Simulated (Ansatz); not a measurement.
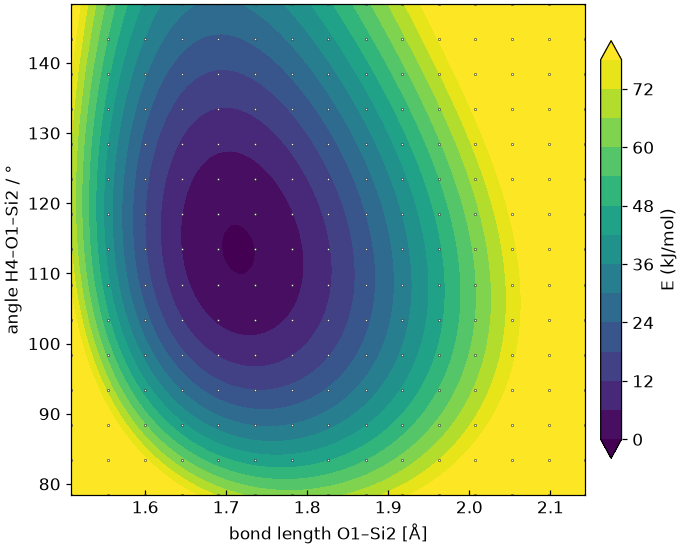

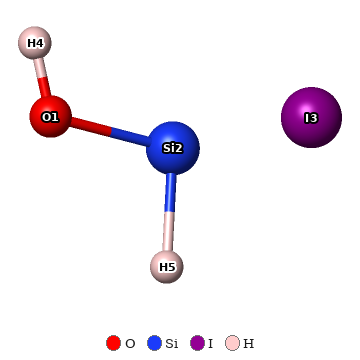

Energy landscape of H2IOSi, charge −1. Coordinates scanned: (1) bond length O1–Si2; (2) angle H4–O1–Si2. Nothing is relaxed (all other coordinates rigid). The grid has 15 × 15 points. Points are written as (first, second). All energies are given in kJ/mol relative to the lowest grid point. Theory: RHF/def2-SVPD in Ansatz.

Drawn: filled contours, dots at the grid points, one colour for all values above the top of the scale. Between grid points the surface is interpolated. The second picture is the structure at the lowest point.

Describe this landscape.

The lowest grid point is at (1.736 Å, 113.4°). It is the only kind of minimum in the scanned range. The highest grid point, (1.509 Å, 78.4°), lies 173 kJ/mol above the lowest. Round the minimum the valley is somewhat tilted: raising bond length O1–Si2 shifts the best value of angle H4–O1–Si2 downwards (coupling k₁₂/√(k₁₁k₂₂) about 0.2).

The values on the grid:

```tsv
angle H4–O1–Si2 ↓, bond length O1–Si2 →	1.509	1.554	1.600	1.645	1.690	1.736	1.781	1.826	1.872	1.917	1.962	2.007	2.053	2.098	2.143
148.4	86	58	41	32	29	31	38	47	58	71	85	100	115	130	146
143.4	82	54	36	26	23	25	31	40	52	64	78	93	109	124	139
138.4	78	49	31	21	17	19	25	34	45	58	72	86	102	117	133
133.4	74	45	26	16	12	13	19	27	38	51	65	80	95	111	126
128.4	72	42	22	11	7	8	13	22	33	45	59	74	89	105	120
123.4	70	40	19	8	3	4	9	17	28	40	54	68	84	99	115
118.4	70	39	18	6	1	1	6	13	24	36	49	64	79	95	110
113.4	72	40	18	6	0	0	4	11	22	33	47	61	76	92	107
108.4	76	43	21	8	2	1	4	11	21	33	46	60	75	90	105
103.4	83	49	26	12	5	4	7	13	23	34	46	60	75	90	105
98.4	93	58	34	19	12	9	12	18	26	37	49	62	77	91	106
93.4	106	70	45	30	21	18	19	25	33	42	54	67	81	95	109
88.4	123	86	60	43	34	30	30	34	42	51	62	74	87	100	114
83.4	146	107	79	61	50	45	44	48	54	62	72	83	96	108	122
78.4	173	133	104	84	71	65	63	64	69	76	85	95	107	119	131
```

Each point was launched as `ansatz run input.yaml --threads 1 --pin off --max-ram 2560MiB --backend cpu --events-out ev --progress --plain --runs-dir out`. The whole map (225 points run) took 8.6 min on 1 thread of Arm Neoverse V2, with other jobs on the host.
